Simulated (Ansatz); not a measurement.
System: HCl···GeH3 (doublet).

Input

```
crystal:
  periodic: [false, false, false]
  atoms:
    - {symbol: H, position_ang: [-1.416023, 0.062727, 0.807452]}
    - {symbol: Cl, position_ang: [-2.609907, -0.408113, 0.746910]}
    - {symbol: Ge, position_ang: [1.335365, 0.220470, -0.371151]}
    - {symbol: H, position_ang: [0.499133, 0.755453, 0.813840]}
    - {symbol: H, position_ang: [0.727566, 0.678945, -1.706949]}
    - {symbol: H, position_ang: [1.463867, -1.309582, -0.290304]}
basis:
  gaussian: {orbitals: def2-TZVPP}
magnetization: {spin_polarized: true, initial_magnetization: 1}
hamiltonian: {xc: pbe0, dispersion: d4}
output: {orbitals: {seedname: orbitals}}
```

Run with:

```sh
ansatz run in.yaml --threads 4 --pin off --events-out ev --progress --plain --max-ram 9574MiB
```

The reactant side of a reaction path; geometry: PBE0-D4/def2-TZVP.

Method: Ansatz, UKS PBE0-D4/def2-TZVPP.

Question: What will maps of the electron density, electron localisation function and spin density show?

Answer: Ge–H (1.54 Å): ρ is about 1.1 e/Å³ halfway; the ELF climbs to about 1 towards the hydrogen.
The unpaired spin (1 electron) lies mostly on Ge3 (about 0.8), in electrons by Hirshfeld's partition.

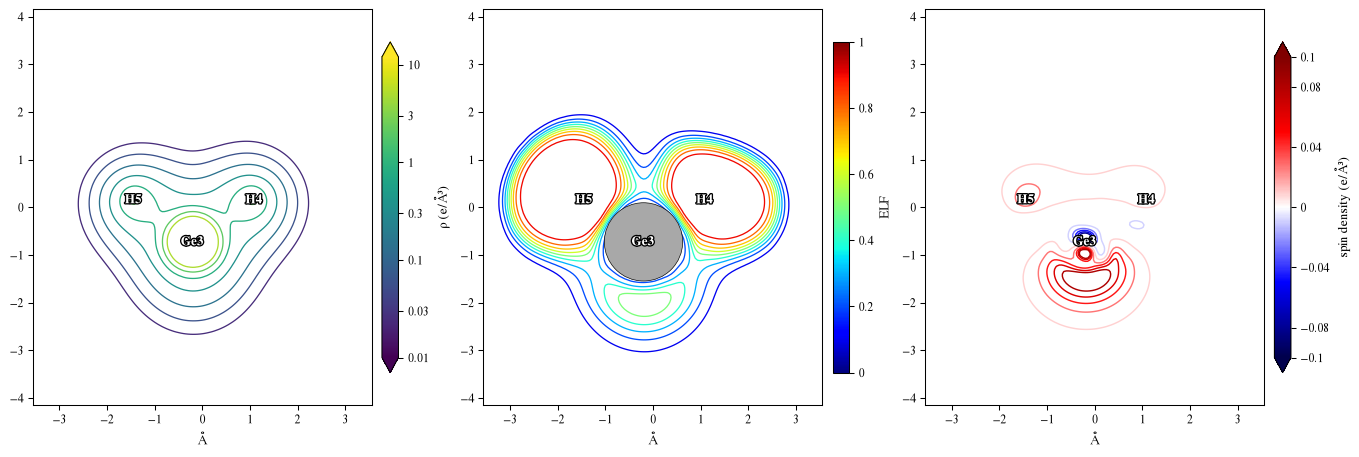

Computed electron density, electron localisation function and spin density on the plane of atoms H4, Ge3 and H5, in this order. Grey discs cover the atomic cores in the ELF map. 
